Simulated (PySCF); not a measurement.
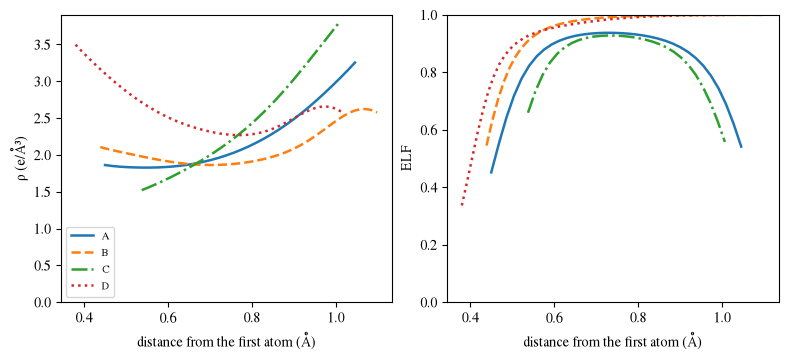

Figure 1: CH9AsBN. Total electron density and ELF along straight lines between neighbouring atoms. The curves leave out the atomic cores.

Geometry: PBE0-D3(BJ)/def2-SVP; at this geometry the atoms fall into two loosely joined parts.

The calculation used PySCF 2.14.0, wB97X-D/def2-SVPD, SCF density, gas phase.

```yaml
atoms:
  - { symbol: C, position_ang: [-1.6729, 0.5907, -0.1737] }
  - { symbol: N, position_ang: [-0.8996, -0.6202, -0.0518] }
  - { symbol: B, position_ang: [-0.4967, -1.4684, -1.0744] }
  - { symbol: As, position_ang: [2.0594, 0.8481, 0.7054] }
  - { symbol: H, position_ang: [-1.1194, 1.4640, 0.2117] }
  - { symbol: H, position_ang: [-2.6247, 0.5257, 0.3798] }
  - { symbol: H, position_ang: [-1.9051, 0.7706, -1.2319] }
  - { symbol: H, position_ang: [-0.6405, -0.8452, 0.9032] }
  - { symbol: H, position_ang: [-0.8028, -1.2020, -2.2149] }
  - { symbol: H, position_ang: [0.1539, -2.4496, -0.7954] }
  - { symbol: H, position_ang: [1.9067, 1.2534, -0.7546] }
  - { symbol: H, position_ang: [3.4264, 1.5153, 0.8224] }
  - { symbol: H, position_ang: [2.6706, -0.4964, 0.3375] }
```

### Which curve belongs to which contact (B–N, C–H, C–N and N–H)? The first atom named is at distance zero.

Curve A: C–N (1.44 Å): ρ at the midpoint is about 2 e/Å³; the ELF peaks at about 0.95 between the atoms; a covalent bond. Curve B: C–H (1.10 Å): ρ at the midpoint is about 2 e/Å³; the ELF climbs to about 1 towards the hydrogen, as it does in any bond to H: an ordinary covalent bond to hydrogen. Curve C: B–N (1.39 Å): the density is about 2 e/Å³ at the midpoint; the ELF peaks at about 0.95 between the atoms (a short, strongly polar bond). Curve D: N–H (1.01 Å): ρ is about 2.8 e/Å³ halfway; the ELF climbs to about 1 towards the hydrogen: a covalent bond by its length.
